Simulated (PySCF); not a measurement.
# Excited-state calculation, with input and output: C6H12Cl4Ge4

- system: C6H12Cl4Ge4 ((ClGe)4CH26 adamantane)
- method: TDDFT B3LYP/def2-SVPD, vertical, gas phase, core orbitals frozen in the response (PySCF 2.14.0)

The geometry comes from this level: PBE0-D3(BJ)/def2-SVP. It belongs to a series of runs on one base structure; here: Cl, CH2.

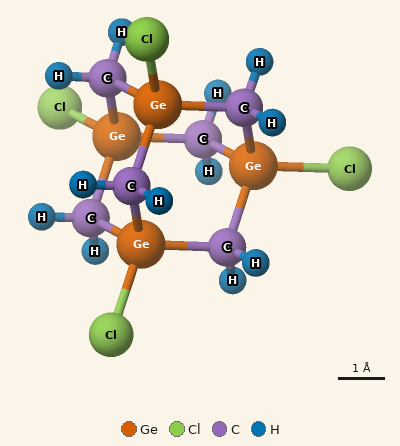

Fig. 1: The input geometry (ball-and-stick view, seen at a tilt). Sticks mark near contacts. Bond lengths as drawn: Cl–Ge 2.17 Å, C–Ge 1.95 Å and C–H 1.10 Å.

## Input file
```
{"job": {"kind": "uv", "xc": "B3LYP", "basis": "def2-SVPD", "ip": false, "nstates": 15}, "charge": 0, "multiplicity": 1}
Ge    -1.032736    -1.656653     0.083568
Cl    -2.171829    -3.504113     0.209201
C      0.295444    -1.642193     1.511617
Ge     1.325072     0.011237     1.420559
Cl     2.818415     0.021060     2.994566
C      2.220590     0.132244    -0.308711
Ge     0.889080     0.122461    -1.732351
Cl     1.891756     0.278842    -3.654358
C     -0.135084    -1.538514    -1.646344
C     -0.312566     1.644332    -1.512338
Ge    -1.206019     1.522564     0.217407
Cl    -2.530420     3.227935     0.470904
C     -2.235701    -0.133792     0.298701
C      0.126682     1.534051     1.641974
H      0.965096    -2.509982     1.412194
H     -0.209399    -1.713115     2.487263
H      2.814586     1.057682    -0.356663
H      2.907961    -0.718751    -0.431515
H     -0.878545    -1.564843    -2.457648
H      0.539007    -2.399303    -1.776175
H      0.260170     2.582260    -1.574609
H     -1.060190     1.648776    -2.320246
H     -2.758468    -0.205039     1.265069
H     -2.993443    -0.141341    -0.499910
H      0.702181     2.471620     1.606596
H     -0.373051     1.478485     2.621200
```

The first line tells a small driver script what to run in PySCF; the rest is the geometry in Å.

Launch command:
```bash
OMP_NUM_THREADS=2 python <driver script> task.json out
```

## The program's output
```
coarse grid: 115672 points
cycle   1  E = -10383.1749217478  dE = -8.455e-01  |g| = 1.223e+00  |ddm| = 9.522e+00
cycle   2  E = -10383.0066502135  dE =  1.683e-01  |g| = 1.581e+00  |ddm| = 4.523e+00
cycle   3  E = -10383.4403300317  dE = -4.337e-01  |g| = 1.085e-01  |ddm| = 2.785e+00
cycle   4  E = -10383.4428634867  dE = -2.533e-03  |g| = 4.831e-02  |ddm| = 2.593e-01
cycle   5  E = -10383.4435174650  dE = -6.540e-04  |g| = 1.099e-02  |ddm| = 8.892e-02
cycle   6  E = -10383.4435493250  dE = -3.186e-05  |g| = 7.370e-04  |ddm| = 2.308e-02
cycle   7  E = -10383.4435494235  dE = -9.849e-08  |g| = 3.075e-04  |ddm| = 2.357e-03
final grid: 230848 points
cycle   8  E = -10383.4434256245  dE = -1.550e-06  |g| = 4.717e-04  |ddm| = 4.424e-02
cycle   9  E = -10383.4434255759  dE =  4.861e-08  |g| = 6.413e-04  |ddm| = 3.333e-03
cycle  10  E = -10383.4434256995  dE = -1.235e-07  |g| = 9.920e-05  |ddm| = 1.298e-03
cycle  11  E = -10383.4434257017  dE = -2.245e-09  |g| = 2.527e-05  |ddm| = 2.298e-04
cycle  12  E = -10383.4434257018  dE = -1.382e-10  |g| = 9.441e-06  |ddm| = 7.577e-05
```

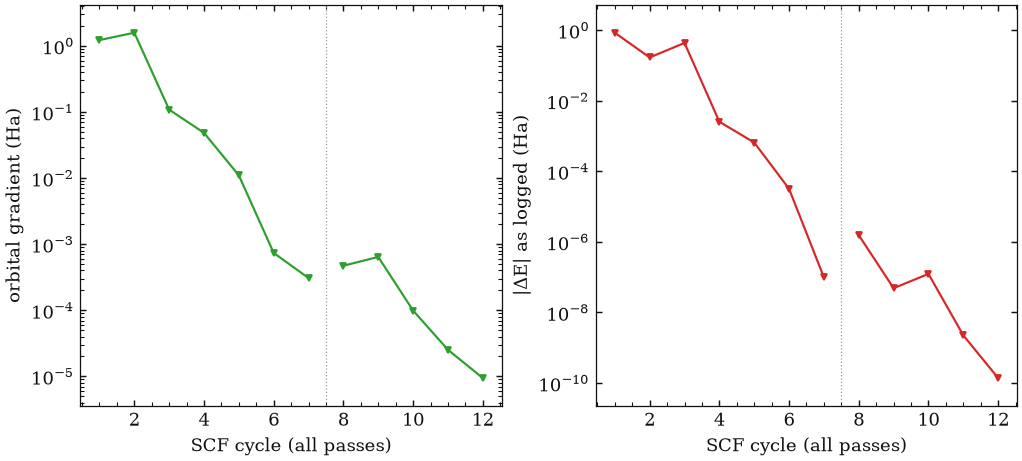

Fig. 2: Convergence of the self-consistent field: orbital gradient and size of the energy change against the SCF cycle. The dotted line marks the change from a coarse to the final integration grid. The first 7 cycles use a coarse grid, the final grid takes over at cycle 8, and the field converges after 12 cycles in all.

```
converged SCF energy = -10383.4434257018

Static polarisability (au): isotropic 233.244, principal 232.578 233.238 233.916

Singlet excitations
state   eV       nm        f      main configurations
  1   5.4209    228.7   0.00000   H->L 0.52, H-1->L 0.46
  2   5.4216    228.7   0.00000   H-1->L 0.52, H->L 0.47
  3   5.4280    228.4   0.00001   H-2->L 0.98
  4   6.0042    206.5   0.10496   H-3->L 0.96
  5   6.0146    206.1   0.10797   H-4->L 0.96
  6   6.0253    205.8   0.10907   H-5->L 0.97
  7   6.3123    196.4   0.00002   H-6->L 0.93
  8   6.3133    196.4   0.00002   H-7->L 0.93
  9   6.7708    183.1   0.02076   H-8->L 0.74, H-10->L 0.20
 10   6.7718    183.1   0.02188   H-9->L 0.94
 11   6.7725    183.1   0.02141   H-10->L 0.74, H-8->L 0.20
 12   6.8516    181.0   0.00001   H->L+1 0.61, H-1->L+1 0.35
 13   6.8521    180.9   0.00000   H-1->L+1 0.61, H->L+1 0.35
 14   6.8603    180.7   0.00001   H-2->L+1 0.96
 15   6.9199    179.2   0.00001   H-11->L 0.98

Triplet excitations (Tamm-Dancoff, eV): 5.2252 5.2263 5.2301 5.6754
```

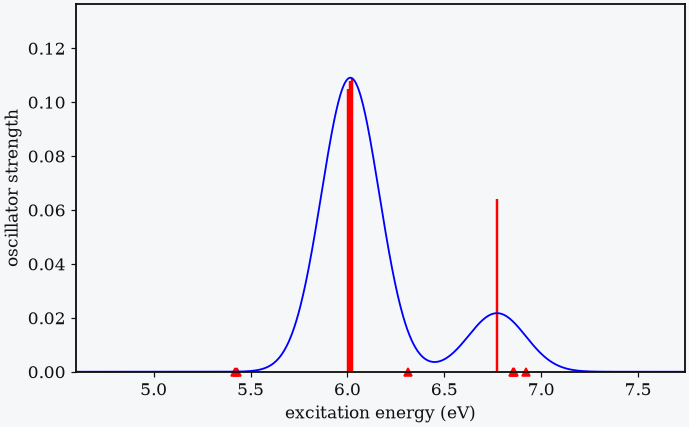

Fig. 3: Computed excitations as sticks (degenerate states added up, dark ones marked on the axis), with a Gaussian envelope of 0.35 eV full width at half maximum, scaled to the tallest. Of the 15 states the lowest lies at 5.42 eV (f = 0.000); the strongest line is at 6.03 eV, or 206 nm (f = 0.109).

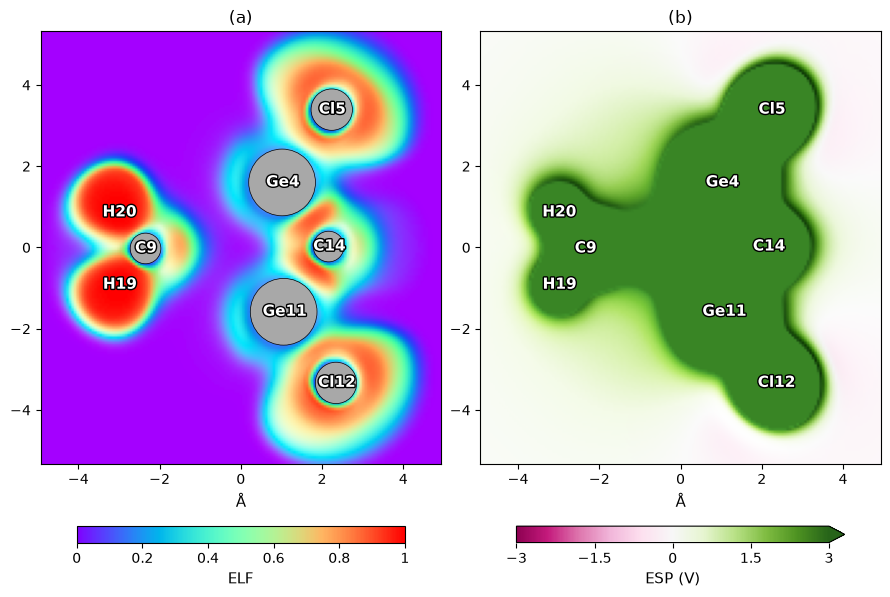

Fig. 4: (a) electron localisation function; (b) molecular electrostatic potential on the plane of atoms Ge4, C14 and Ge11. Grey discs, where drawn, cover atomic cores. C–Ge (1.95 Å): the ELF peaks at about 0.90 in the valence shell of C, 0.7 Å from its nucleus, and is about 0.70 at the midpoint. Ge–Cl (2.17 Å): the ELF peaks at about 0.85 in the valence shell of Cl, 0.8 Å from its nucleus, and is about 0.65 at the midpoint.

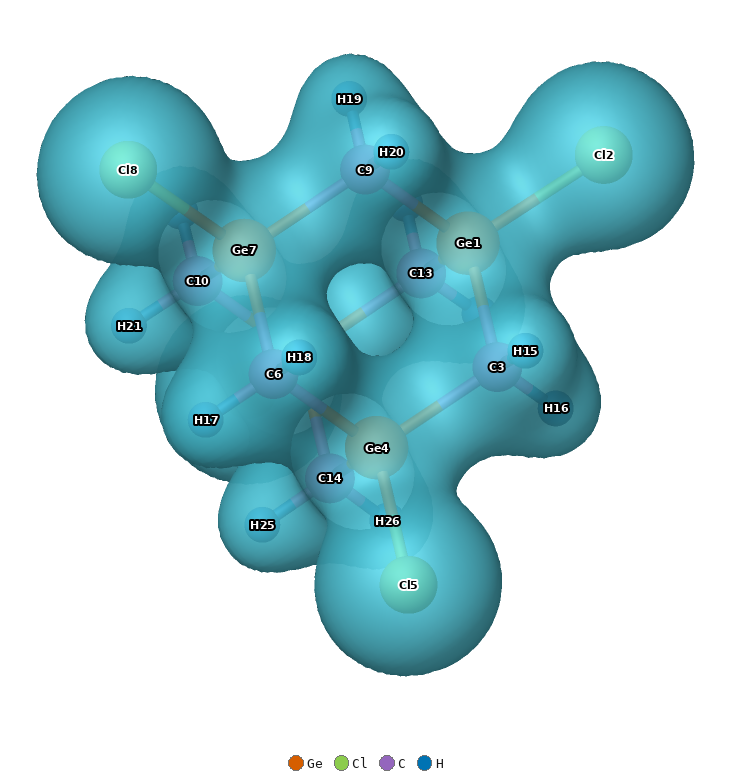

Fig. 5: Isosurface of the electron density at 0.2 e/Å³ (cyan), seen from the side. At this value the surface is in one piece. On the grid the lowest density along these lines, outside the cores, is 0.88 e/Å³ (C–Ge, 1.95 Å), 0.65 e/Å³ (Ge–Cl, 2.17 Å) and 1.8 e/Å³ (C–H, 1.10 Å).

## Results in brief

```tsv
quantity	value
outcome	converged
total energy	−10383.443426 hartree
HOMO	−8.14 eV
LUMO	−1.90 eV
dipole moment	0.06 D
mean polarisability	233.24 a.u.
lowest singlet excitation	5.42 eV
hardware	2 CPU threads, shared host
wall time	6.7 min (CPU time 14 min)
peak memory	4.1 GiB
```

## Notes

Spin–orbit coupling is left out, which matters for the heavy atoms.
